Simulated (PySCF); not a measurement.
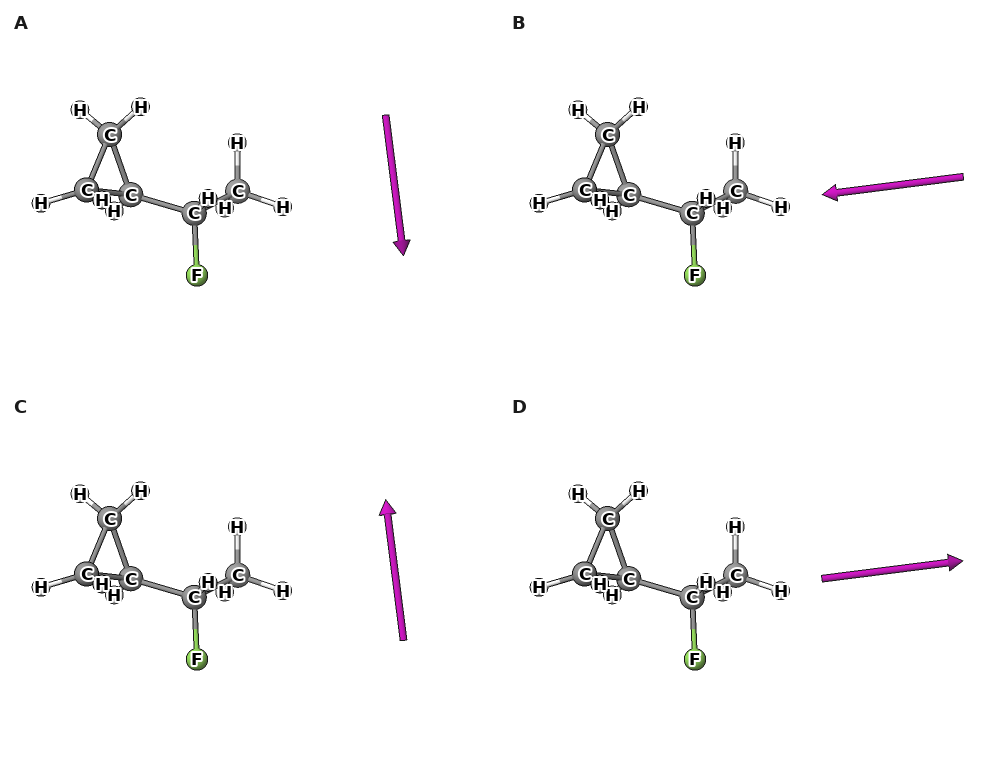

The same molecule four times, each with an arrow. The geometry was computed by an optimisation with GFN2-xTB. No frequency run is at hand to confirm it as a minimum. Method: PBE0/pcSseg-1, gas phase (PySCF 2.14.0).

> Which arrow points along the dipole moment, from the negative to the positive end?

C. The dipole moment is 1.91 D.
